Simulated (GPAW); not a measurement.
Band structure of Tl (P6_3/mmc, 2 atoms in the cell).

```yaml
crystal:
  lattice:
    - [3.56099, 0.00000, 0.00000]
    - [-1.78050, 3.08391, 0.00000]
    - [0.00000, 0.00000, 5.74933]
  atoms:
    - { symbol: Tl, position: [0.33333, 0.66667, 0.25000] }
    - { symbol: Tl, position: [0.66667, 0.33333, 0.75000] }
```

Method: PBE, GPAW PAW datasets PBE (gpaw-data 1.0.1) (plane waves; GPAW).

Settings: mode = pw; ecut = 550 eV; xc = PBE; kpts = 7 7 4; mesh shift (steps) = 0 0 0; occupations.name = methfessel-paxton; occupations.width = 0.272 eV; occupations.order = 0; nbands = -8; convergence.forces = 0.001 eV/Å; symmetry.symmorphic = false; symmetry.tolerance = 0.0005; maxiter = 100; bandpath_npoints = 40.

The starting cell comes from a database of computed structures (which also holds hypothetical and non-ambient phases and stackings), without a prior relaxation at this level. Its lattice was rescaled by a random factor within 2.5 % of one. Spin-orbit coupling is off.

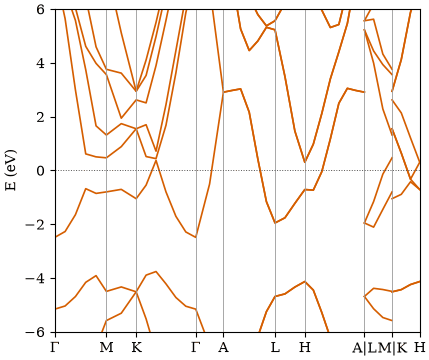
Figure. Bands along the path, energies from the Fermi level.

Levels in eV from the Fermi level, bands 10 to 17:
| point | 10 | 11 | 12 | 13 | 14 | 15 | 16 | 17 |
|---|---|---|---|---|---|---|---|---|
| Γ | -11.08 | -9.34 | -5.16 | -2.49 | 7.42 | 7.42 | 9.27 | 9.27 |
| M | -11.02 | -5.58 | -4.50 | -0.80 | 0.47 | 1.32 | 3.56 | 3.76 |
| K | -11.08 | -4.51 | -4.51 | -1.05 | 1.55 | 1.55 | 2.62 | 2.94 |
| A | -11.16 | -8.07 | -8.07 | 2.91 | 2.91 | 8.30 | 8.30 | 8.30 |
| L | -11.03 | -4.69 | -4.69 | -1.95 | -1.95 | 5.23 | 5.23 | 5.56 |
| H | -11.07 | -4.13 | -4.13 | -0.71 | -0.71 | 0.30 | 0.30 | 6.95 |

Bands cross the Fermi level along this path, so the cell is metallic at this level.
